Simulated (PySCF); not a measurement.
# C8H16 (4,4-dimethyl-1-hexene): the cost of one run

Computed with PySCF 2.14.0 and routines of our own; the level stands in each step. Atoms count from 0.

## Step 1: The starting structure

24 atoms, charge 0, multiplicity 1; geometry from: GFN2-xTB.

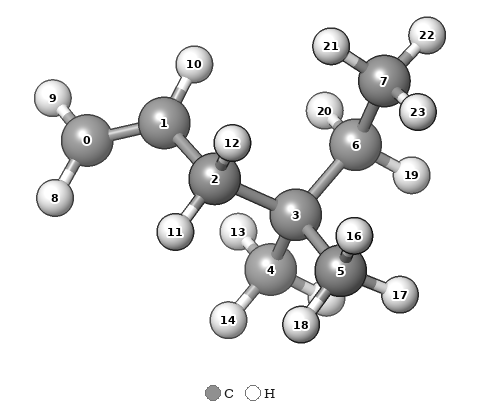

The starting geometry (carbon grey, hydrogen white).

## Step 2: Optimising the geometry at PBE0-D3(BJ)/def2-SVP

The job: settings as JSON, then the geometry in Å.

```
{"job": {"xc": "PBE0", "basis": "def2-SVP", "d3": "d3bj", "grid": 2, "kind": "geom"}, "charge": 0, "multiplicity": 1}
C      2.867027    -1.044539     0.594721
C      1.712008    -0.478775     0.891531
C      1.015086     0.522638     0.028905
C     -0.338611     0.033904    -0.529680
C     -0.096970    -1.194475    -1.412605
C     -0.934990     1.149012    -1.393247
C     -1.323938    -0.364396     0.584110
C     -1.641046     0.720146     1.608335
H      3.394122    -0.816039    -0.317612
H      3.339975    -1.758172     1.248566
H      1.215530    -0.729278     1.819574
H      1.659806     0.778821    -0.814785
H      0.848335     1.434048     0.608499
H      0.329966    -2.008034    -0.830493
H      0.593142    -0.955517    -2.218650
H     -1.031132    -1.537460    -1.852342
H     -1.036799     2.072190    -0.828519
H     -1.916526     0.860399    -1.763244
H     -0.293016     1.347682    -2.248807
H     -2.258413    -0.673503     0.108389
H     -0.928333    -1.237235     1.107457
H     -0.750771     1.027420     2.150664
H     -2.358003     0.338990     2.332862
H     -2.078185     1.594783     1.133928
```

The run is started by

```sh
$ OMP_NUM_THREADS=1 python excited_run.py task.json out
```

One launch serves the whole session: the jobs run in the order shown.

Q: Estimate the wall time and peak memory of this first job on 1 thread of Arm Neoverse V2, shared host.

About 1.8 min, with a peak of 0.87 GiB.
